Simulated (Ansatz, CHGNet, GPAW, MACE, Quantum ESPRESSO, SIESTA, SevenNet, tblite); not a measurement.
## Atom list for Ru(0001) slab (54 atoms)

The starting structure: Hcp Ru (a = 2.706 Å, c = 4.282 Å), (0001) slab of 3 repeat layers, 3 x 3 surface cells, 12 Å of vacuum; not relaxed, displaced by a Gaussian of 0.02 Å. Then every atom was moved at random, 0.02 Å r.m.s. a Cartesian component.

This is the built cell with every atom moved at random. Method: Kohn-Sham DFT, PBE, PseudoDojo 0.4.1 norm-conserving pseudopotentials (converted to PSML), numerical atomic orbitals (TZP), diagonalisation; shift 0.01 Ry; mesh 300 Ry; levels smeared at 580 K (SIESTA 5.4.2); Γ point.

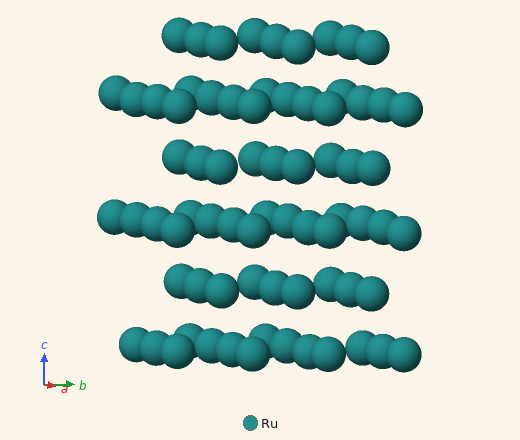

The structure (ruthenium teal). Some periodic images of atoms are drawn too.

Cell vectors (Å):

```
8.118 0.000 0.000
4.059 7.030 0.000
0.000 0.000 22.705
```

Positions (Å):

```
1 Ru 8.047 0.004 6.042
2 Ru 8.117 1.575 8.124
3 Ru 12.160 7.015 10.258
4 Ru 8.182 1.510 12.433
5 Ru 8.116 0.036 14.569
6 Ru 8.164 1.525 16.746
7 Ru 2.731 0.005 5.979
8 Ru 2.717 1.630 8.153
9 Ru 2.728 0.013 10.317
10 Ru 2.731 1.562 12.476
11 Ru 2.724 0.006 14.503
12 Ru 2.704 1.555 16.709
13 Ru 9.457 2.321 5.991
14 Ru 9.507 3.930 8.131
15 Ru 1.369 2.337 10.279
16 Ru 9.465 3.938 12.480
17 Ru 9.452 2.364 14.605
18 Ru 9.493 3.945 16.647
19 Ru 9.470 7.008 6.007
20 Ru 5.357 1.558 8.147
21 Ru 5.386 0.019 10.324
22 Ru 5.398 1.594 12.415
23 Ru 5.392 0.022 14.578
24 Ru 5.440 1.580 16.709
25 Ru 4.032 2.358 5.972
26 Ru 4.079 3.893 8.164
27 Ru 4.051 2.324 10.313
28 Ru 4.063 3.934 12.450
29 Ru 4.046 2.350 14.596
30 Ru 4.036 3.903 16.737
31 Ru 2.705 4.664 6.022
32 Ru 10.859 6.215 8.099
33 Ru 10.823 4.715 10.305
34 Ru 10.848 6.262 12.467
35 Ru 10.813 4.686 14.565
36 Ru 10.838 6.233 16.667
37 Ru 6.755 2.352 5.992
38 Ru 6.716 3.900 8.110
39 Ru 6.749 2.391 10.326
40 Ru 6.711 3.920 12.441
41 Ru 6.789 2.375 14.595
42 Ru 6.765 3.926 16.687
43 Ru 5.375 4.695 6.009
44 Ru 5.398 6.265 8.123
45 Ru 5.388 4.727 10.353
46 Ru 5.397 6.270 12.436
47 Ru 5.418 4.724 14.580
48 Ru 5.448 6.227 16.690
49 Ru 8.124 4.741 5.956
50 Ru 8.153 6.215 8.094
51 Ru 8.111 4.712 10.274
52 Ru 8.085 6.305 12.375
53 Ru 8.103 4.705 14.588
54 Ru 8.137 6.245 16.695
```

Q: Give the force and the charge of every atom.

Columns: atom, q, fx, fy, fz (forces in eV/Å, q the Hirshfeld charge in e).

```
1 -0.01 0.194 0.656 0.990
2 0.01 0.086 -0.165 -0.917
3 0.00 -0.090 -0.170 -0.065
4 0.00 -0.182 0.442 -0.607
5 0.01 0.115 -0.166 1.215
6 -0.01 -0.141 -0.276 -1.306
7 -0.01 0.332 0.069 1.282
8 0.01 -0.191 -0.363 -0.699
9 0.00 -0.011 0.407 -0.618
10 0.00 -0.455 0.247 -0.421
11 0.01 0.286 -0.213 1.292
12 -0.01 -0.101 0.085 -0.968
13 -0.01 -0.206 -0.193 1.292
14 0.01 -0.809 -0.258 -0.508
15 0.00 -0.251 0.426 0.234
16 -0.01 -0.300 0.101 -0.635
17 0.01 0.012 -0.290 0.813
18 -0.01 0.027 -0.003 -0.689
19 -0.01 -0.042 -0.339 0.975
20 0.01 0.024 0.302 -0.477
21 0.00 0.382 -0.185 -0.136
22 0.00 0.086 0.411 0.012
23 0.01 -0.095 0.187 0.895
24 -0.01 0.097 0.182 -1.290
25 -0.01 -0.154 0.168 0.777
26 0.01 0.512 -0.482 -0.590
27 0.00 -0.187 -0.074 0.046
28 0.00 0.115 -0.449 -0.259
29 0.01 0.218 0.020 1.030
30 -0.01 0.059 -0.172 -1.315
31 -0.01 0.313 -0.122 0.688
32 0.01 -0.532 0.461 -0.529
33 0.00 0.130 0.149 0.207
34 0.00 -0.254 -0.164 -0.344
35 0.01 0.433 0.034 0.991
36 -0.01 0.004 0.354 -0.918
37 -0.01 0.176 0.119 1.133
38 0.01 0.169 0.572 -0.693
39 0.00 0.633 -0.090 -0.023
40 0.00 0.336 -0.004 -0.372
41 0.01 0.374 -0.580 0.924
42 -0.01 -0.289 0.107 -0.965
43 -0.01 0.369 -0.283 0.987
44 0.01 0.053 0.215 -0.838
45 0.00 0.039 0.070 -0.426
46 0.01 -0.333 0.407 -0.240
47 0.01 -0.324 -0.311 1.041
48 -0.01 -0.111 0.299 -0.660
49 -0.01 -0.484 0.029 1.233
50 0.01 -0.093 -0.075 -0.741
51 0.00 -0.268 -0.767 0.177
52 0.00 0.737 -0.862 0.218
53 0.01 -0.386 0.414 0.665
54 -0.01 -0.055 0.078 -0.965
```

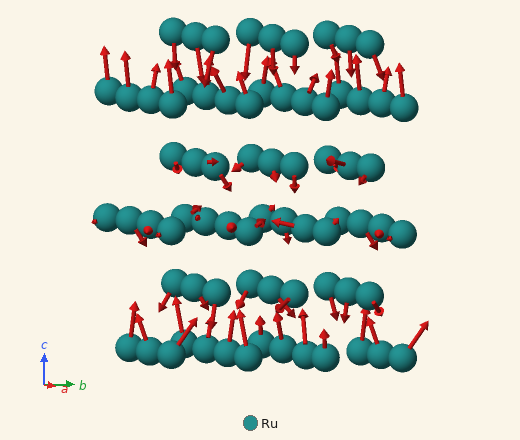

The forces as arrows, the longest 1.34 eV/Å. Some periodic images of atoms are drawn too.

Only the Γ point is sampled, in a cell whose shortest periodic width is 7 Å.

The r.m.s. force component is 0.530 eV/Å; the longest force, 1.34 eV/Å, acts on Ru6.

[Logs are printed without paths, hosts, clocks, repeated set-up lines and the standing remarks that a program may print on its own settings, such as how far it seeks lower states.]

[Hosts, paths, dates, database ids (printed as entryN), source tags and the programs' standing remarks are cut or masked in the printed files.]
